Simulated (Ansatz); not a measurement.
**ClH5OW···H2O: density, localisation and related maps**

```csv
atom,x (Å),y (Å),z (Å)
W,0.0946,-0.0139,0.1400
Cl,-0.6101,0.2248,2.3916
O,1.9086,-0.5406,-0.0652
H,2.1709,-1.4029,-0.4389
H,-0.0919,1.4218,-0.7460
H,-1.3092,-0.9368,0.2254
H,-0.0296,-1.4264,-0.7497
H,-0.8966,-0.0134,-1.2236
O,1.9022,2.1236,1.5287
H,2.6563,1.5046,1.4733
H,1.4157,1.8036,2.3318
```

Core potentials replace the inner electrons of W; not at a stationary point (largest force 0.9 eV/Å).

Computed with RKS PBE-D4/def2-SVP in Ansatz.

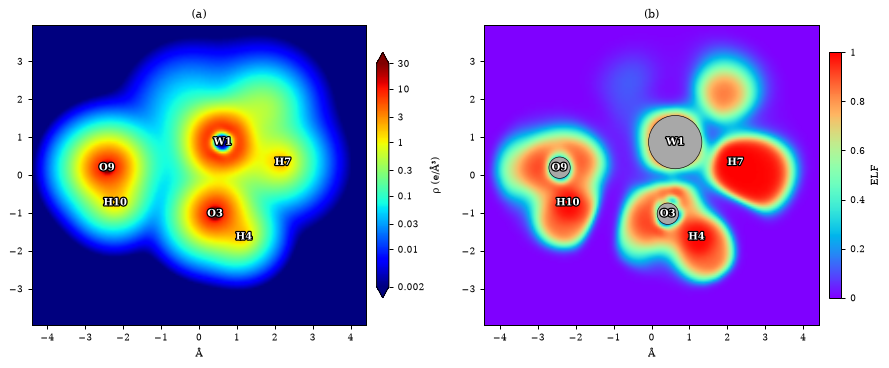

Figure 1. (a) electron density; (b) electron localisation function on the plane of atoms O3, W1 and H7. Grey discs cover the atomic cores in the ELF map.

> Interpret the plot.

The section cuts through W, O and H sites.
W1···O9 (3.12 Å): the density falls to about 0.08 e/Å³ on the way; the ELF dips to about 0.05 between them.
W–O (1.90 Å): ρ is about 1.1 e/Å³ halfway; the ELF peaks at about 0.85 in the valence shell of O, 0.6 Å from its nucleus, and drops to about 0.30 between the two atoms.
O–H (0.98 Å): ρ is about 3.6 e/Å³ halfway; the ELF climbs to about 1 towards the hydrogen, as it does in any bond to H (a covalent bond by its length).
W–H (1.67 Å): ρ is about 1.6 e/Å³ halfway; the ELF climbs to about 1 towards the hydrogen.
The ELF also peaks beside O9, away from the bonds: lone-pair regions.

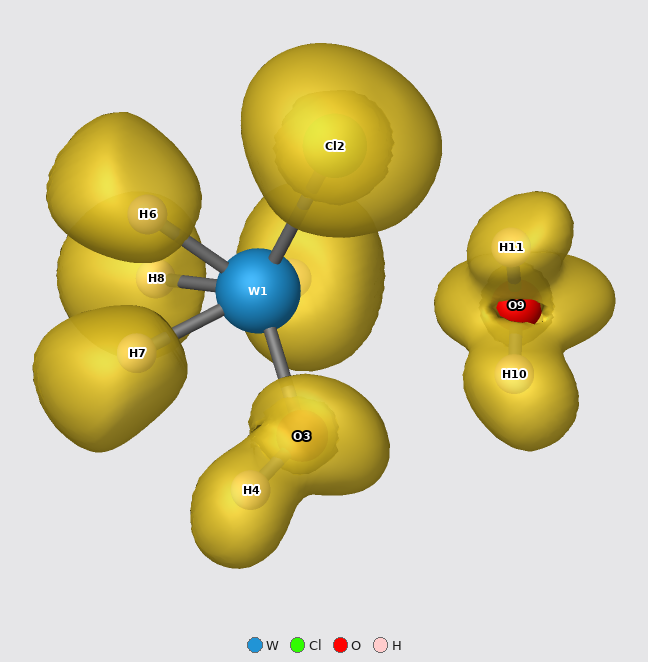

Figure 2. Isosurface of the electron localisation function at 0.75 (yellow), seen across its widest extent. Core shells and regions of very low density are left out.

> What do the ELF domains correspond to?

The ELF exceeds this value in four regions around hydrogen nuclei, one region wrapped around Cl (its valence shell) and two joined regions spread over several atoms (H, O), in which their bonds and any lone pairs are merged.

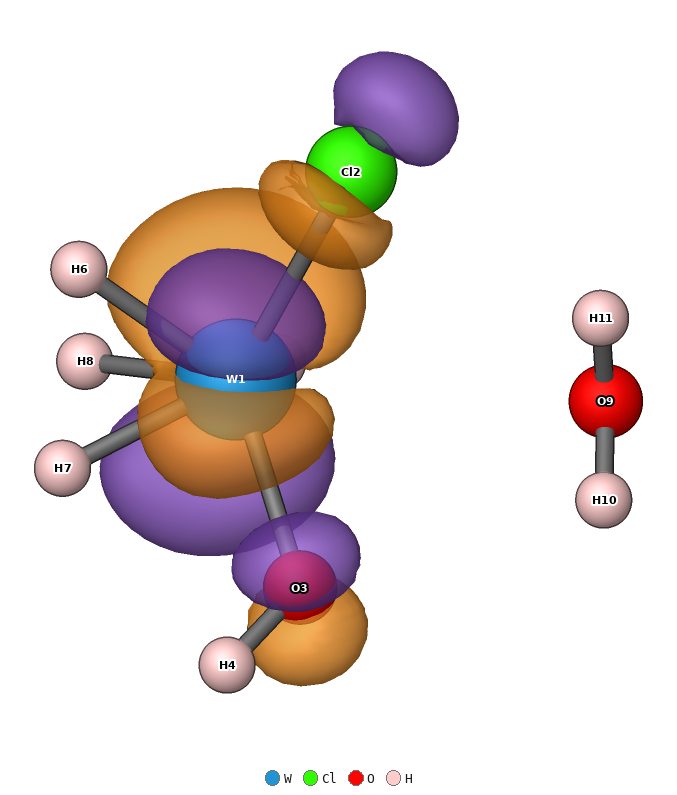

Figure 3. One frontier orbital at ±0.15 Å⁻³ᐟ² (orange and purple are the two phases), seen across its widest extent.

> Which orbital is it: HOMO or LUMO?

The LUMO, at −3.36 eV. Its weight (Hirshfeld) is mainly on W1 (about 65 %), Cl2 (about 10 %) and O3 (about 10 %).
